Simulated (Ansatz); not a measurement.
Geometry relaxation, with input and output: BN2H6 (part 2 of 2)

Continued. System: BN2H6, multiplicity 2. Method: UKS PBE/6-31G* (Ansatz 0.2.0). The input holds or restrains some coordinates. It belongs to a series of runs on one base structure; here: pulled along the bonds that form and break, towards end A.

Geometry of the input (Å):
```
B  0.0000  0.0000  0.0000
H  0.0000  0.0000  1.4400
N  1.3423  0.0000  -0.7750
H  1.8089  -0.9179  -1.0268
H  1.7937  0.9179  -1.0532
N  -1.3423  0.0000  -0.7750
H  -2.0112  -0.8164  -0.6764
H  -1.5914  0.8164  -1.4036
H  0.0000  0.0000  2.4000
```

## Trajectory as extended XYZ, continued
```
9
Properties=species:S:1:pos:R:3:forces:R:3 step=3 energy=-3746.14410
B    -0.0024    0.0023   -0.0791   -0.1479  -0.3906  -2.4393
H    -0.0080   -0.0402    1.0786   -0.1385  -0.6460   1.8371
N     1.3185    0.0187   -0.7687   -0.4481   0.5413   0.0175
H     1.7862   -0.8698   -1.0212   -0.3828   0.8548   0.0842
H     1.7944    0.8838   -1.0444    0.0954  -0.5438   0.0423
N    -1.3133    0.0004   -0.7598    0.6562   0.1814   0.1885
H    -2.0040   -0.7619   -0.6517    0.0748   1.0455   0.4822
H    -1.5720    0.7595   -1.4116    0.2984  -1.0474  -0.3069
H     0.0006    0.0072    2.7879   -0.0073   0.0047   0.0944
9
Properties=species:S:1:pos:R:3:forces:R:3 step=4 energy=-3746.70446
B    -0.0031   -0.0315   -0.1227   -0.3028  -0.1875  -0.6409
H    -0.0201   -0.1596    1.0761   -0.1740  -0.6487   0.5216
N     1.3002    0.0564   -0.8003   -0.4673   0.5445  -0.1610
H     1.7775   -0.8071   -1.0570   -0.0419   0.2410   0.0261
H     1.7988    0.9100   -1.0307    0.1132  -0.1112   0.0044
N    -1.2957    0.0043   -0.7775    0.3074   0.0554   0.0313
H    -2.0709   -0.6412   -0.5237    0.3787   1.1734   0.2194
H    -1.4880    0.6554   -1.5598    0.1945  -1.0656  -0.0313
H     0.0013    0.0133    2.9256   -0.0077  -0.0011   0.0303
9
Properties=species:S:1:pos:R:3:forces:R:3 step=5 energy=-3747.06328
B     0.0104   -0.0596   -0.0829   -0.3526  -0.0310  -0.8376
H    -0.0385   -0.2946    1.0984   -0.1079  -0.4962   0.3609
N     1.3060    0.0867   -0.7615    0.0282   0.1942   0.0089
H     1.7403   -0.7592   -1.1435   -0.1201   0.3712   0.1105
H     1.7444    0.9493   -1.0782   -0.1342  -0.1455  -0.0289
N    -1.2552    0.0213   -0.7537    0.0328   0.0999  -0.2538
H    -2.0946   -0.5026   -0.4298    0.5361   0.9837  -0.0326
H    -1.3694    0.5295   -1.6602    0.1265  -0.9772   0.6097
H    -0.0432    0.0292    2.9413   -0.0087   0.0008   0.0628
9
Properties=species:S:1:pos:R:3:forces:R:3 step=6 energy=-3747.25320
B     0.0043   -0.0870   -0.0810    0.7719   0.0199   0.0443
H    -0.0708   -0.3733    1.0884   -0.0337  -0.3969   0.3412
N     1.3038    0.1104   -0.7219    0.6409   0.0496  -0.2426
H     1.7362   -0.7174   -1.1545   -0.1133   0.4288   0.2435
H     1.6720    0.9825   -1.1160   -0.3965  -0.3356   0.0159
N    -1.2068    0.0207   -0.7438   -1.8519   0.1470  -1.1223
H    -2.1076   -0.3353   -0.3305    1.0080   0.8005  -0.4982
H    -1.2782    0.3947   -1.7276   -0.0147  -0.7153   1.1424
H    -0.0528    0.0048    2.9168   -0.0108   0.0021   0.0758
9
Properties=species:S:1:pos:R:3:forces:R:3 step=7 energy=-3747.49033
B     0.0180   -0.1043   -0.0784    0.2760  -0.0084  -0.3902
H    -0.0480   -0.4586    1.0710    0.0244  -0.4059   0.2546
N     1.3082    0.1339   -0.7165    0.5141   0.1611  -0.2230
H     1.8479   -0.6981   -1.0046   -0.0700   0.6385   0.3605
H     1.5429    0.9760   -1.2686   -0.4283  -0.7514   0.0255
N    -1.2091    0.0543   -0.7377   -0.9237   0.1934  -0.4761
H    -2.1185   -0.1921   -0.2999    0.7008   0.4196  -0.3671
H    -1.2651    0.3393   -1.7343   -0.0827  -0.2529   0.7168
H    -0.0762   -0.0504    2.8989   -0.0107   0.0061   0.0990
9
Properties=species:S:1:pos:R:3:forces:R:3 step=8 energy=-3747.68335
B     0.0238   -0.1426   -0.0919    0.0628   0.1168  -0.4280
H    -0.0234   -0.5611    1.0374    0.0769  -0.4104   0.1449
N     1.2996    0.1443   -0.7205    0.5588  -0.0840  -0.3980
H     1.9641   -0.6551   -0.8476   -0.4459   1.2107   0.2935
H     1.4406    0.9436   -1.3786   -0.2411  -1.1826   0.2916
N    -1.2183    0.0927   -0.7246   -0.3522   0.1317  -0.1170
H    -2.1241   -0.0966   -0.2717    0.4945   0.2235  -0.2838
H    -1.2724    0.3359   -1.7212   -0.1425  -0.0191   0.3816
H    -0.0899   -0.0610    2.8486   -0.0114   0.0134   0.1153
9
Properties=species:S:1:pos:R:3:forces:R:3 step=9 energy=-3747.85274
B    -0.0048   -0.1690   -0.0998    0.0360   0.0697  -0.4165
H    -0.0482   -0.6661    0.9975    0.0425  -0.3307   0.0844
N     1.2739    0.1523   -0.6829    0.4869  -0.2003  -0.2777
H     2.0185   -0.5786   -0.6710   -0.5223   1.0597   0.1348
H     1.3918    0.8798   -1.4145   -0.1105  -0.9150   0.2856
N    -1.2395    0.1067   -0.7416   -0.1509   0.1295  -0.0112
H    -2.1484   -0.0574   -0.2962    0.3595   0.1212  -0.2264
H    -1.2847    0.3734   -1.7291   -0.1396   0.0392   0.2838
H     0.0413   -0.0411    2.7675   -0.0016   0.0266   0.1432
9
Properties=species:S:1:pos:R:3:forces:R:3 step=10 energy=-3748.02638
B     0.0094   -0.1915   -0.1145    0.0135   0.1713  -0.3718
H    -0.0125   -0.7212    0.9651    0.0724  -0.2868   0.1045
N     1.2678    0.1423   -0.7093    0.3187  -0.2192  -0.0852
H     2.0917   -0.4529   -0.5337   -0.4042   0.6134  -0.0273
H     1.3549    0.7435   -1.5395   -0.0080  -0.4760   0.2222
N    -1.2358    0.1348   -0.7139   -0.0619   0.0719  -0.0835
H    -2.1300   -0.0433   -0.2588    0.1644   0.0518  -0.0986
H    -1.3153    0.4491   -1.6823   -0.0882   0.0395   0.1804
H    -0.0301   -0.0608    2.7168   -0.0067   0.0340   0.1594
9
Properties=species:S:1:pos:R:3:forces:R:3 step=11 energy=-3748.10793
B     0.0273   -0.1892   -0.1232   -0.0577   0.1449  -0.3650
H     0.0297   -0.7258    0.9517    0.0451  -0.1822   0.1554
N     1.2687    0.1281   -0.7428    0.1476  -0.1167  -0.0372
H     2.1387   -0.3130   -0.4413   -0.1848   0.2206  -0.0623
H     1.3324    0.5823   -1.6555    0.0673  -0.1383   0.1068
N    -1.2280    0.1403   -0.7032   -0.0289   0.0049  -0.0079
H    -2.1071   -0.0304   -0.2246    0.0376  -0.0046  -0.0179
H    -1.3442    0.5219   -1.6402   -0.0117   0.0398   0.0609
H    -0.1174   -0.1144    2.7091   -0.0145   0.0317   0.1673
9
Properties=species:S:1:pos:R:3:forces:R:3 step=12 energy=-3748.11916
B     0.0177   -0.1454   -0.1638    0.0060   0.3828  -0.6436
H     0.0268   -0.5883    0.9423    0.0240  -0.2527   0.4282
N     1.2829    0.1102   -0.7794   -0.1446  -0.1857   0.1880
H     2.1432   -0.1945   -0.3225   -0.1950   0.0984  -0.1480
H     1.4226    0.4236   -1.7371   -0.0178   0.0133   0.0052
N    -1.2607    0.1384   -0.7339    0.2858  -0.0944   0.1183
H    -2.1083   -0.0282   -0.2009    0.0062   0.0021  -0.0233
H    -1.4352    0.5451   -1.6480    0.0439   0.0283  -0.0717
H    -0.0890   -0.2609    2.7734   -0.0085   0.0078   0.1469
9
Properties=species:S:1:pos:R:3:forces:R:3 step=13 energy=-3748.13820
B     0.0152   -0.1257   -0.1498    0.0230   0.1016  -0.2908
H     0.0252   -0.5469    0.9778    0.0137  -0.0976   0.1763
N     1.2651    0.0783   -0.7955    0.0302  -0.0127  -0.0293
H     2.1392   -0.1587   -0.3364   -0.0305   0.0167  -0.0209
H     1.3902    0.4109   -1.7500   -0.0382  -0.0094   0.0459
N    -1.2478    0.1497   -0.7390   -0.0268   0.0081  -0.0339
H    -2.1093   -0.0048   -0.2258   -0.0059   0.0062  -0.0094
H    -1.3986    0.5167   -1.6765    0.0412  -0.0130   0.0267
H    -0.0790   -0.3196    2.8253   -0.0067   0.0003   0.1353
```

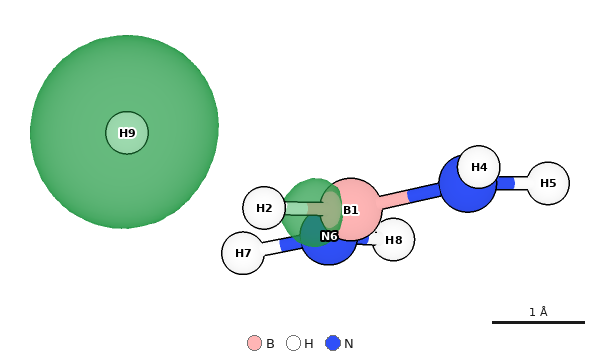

Isosurfaces of the spin density at +0.04 (green) and −0.04 e/Å³ (red), seen from the side. The unpaired spin (1 electron) lies mostly on H9 (about 0.9), in electrons by Hirshfeld's partition. Only one sign reaches the isovalue.

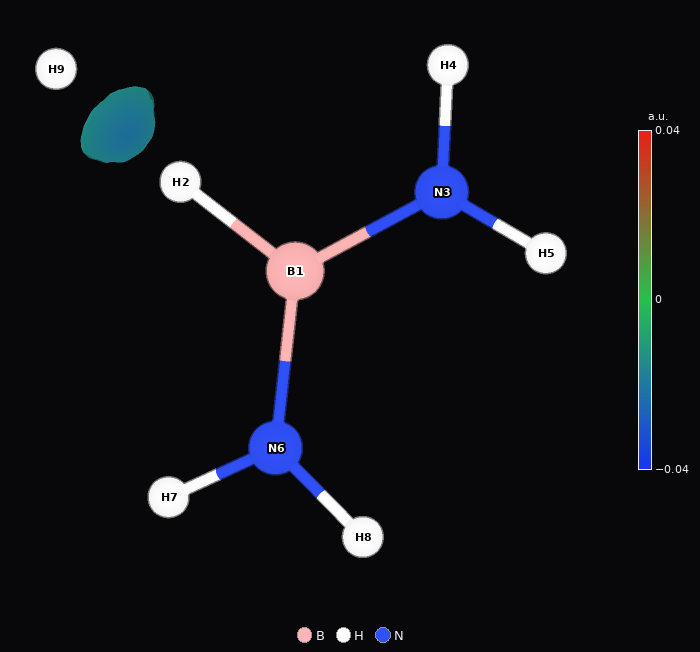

Non-covalent interaction (NCI) plot: the surface where the reduced density gradient is 0.5, for densities under 0.05 a.u., coloured by sign(λ₂)ρ; seen at a tilt.

## Key numbers

- outcome: converged under the restraints of the input
- total energy: −3748.1382 eV
- mean-field energy: −3748.1382 eV
- ⟨S²⟩: 0.751
- largest force (length of the vector) at the end, held atoms and coordinates included: 0.309 eV/Å
- hardware: 1 thread of Arm Neoverse V2, 24 GiB of memory available, shared host
- wall time: 29 s
- peak memory: 0.13 GiB
